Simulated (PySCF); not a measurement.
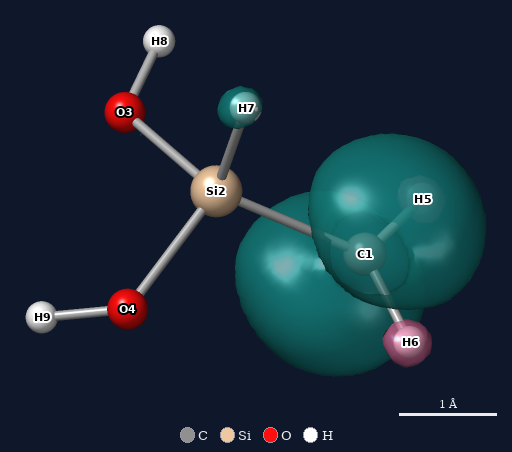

The picture shows: CH₅O₂Si (SMILES [CH2][SiH](O)O) (doublet). Isosurfaces of the spin density at +0.03 (teal) and −0.03 e/Å³ (pink), seen at a tilt.

Geometry: GFN2-xTB.

Method: UKS B3LYP, pcH-1 on C H O Si, non-relativistic, mean-field spin-orbit, GIAO in PySCF.

```yaml
atoms:
  - { symbol: C, position_ang: [1.4859, 0.0502, -0.1235] }
  - { symbol: Si, position_ang: [-0.3051, -0.1553, 0.3057] }
  - { symbol: O, position_ang: [-1.2178, 1.0965, -0.2271] }
  - { symbol: O, position_ang: [-0.9161, -1.4726, -0.4186] }
  - { symbol: H, position_ang: [2.0115, 0.9833, -0.0184] }
  - { symbol: H, position_ang: [2.1200, -0.7954, -0.3179] }
  - { symbol: H, position_ang: [-0.5023, -0.3196, 1.7497] }
  - { symbol: H, position_ang: [-1.0053, 1.9862, 0.0334] }
  - { symbol: H, position_ang: [-1.6572, -1.3673, -1.0087] }
```

> Which atoms carry the spin?

The unpaired spin (1 electron) lies mostly on C1 (about 0.8), in electrons by Hirshfeld's partition.
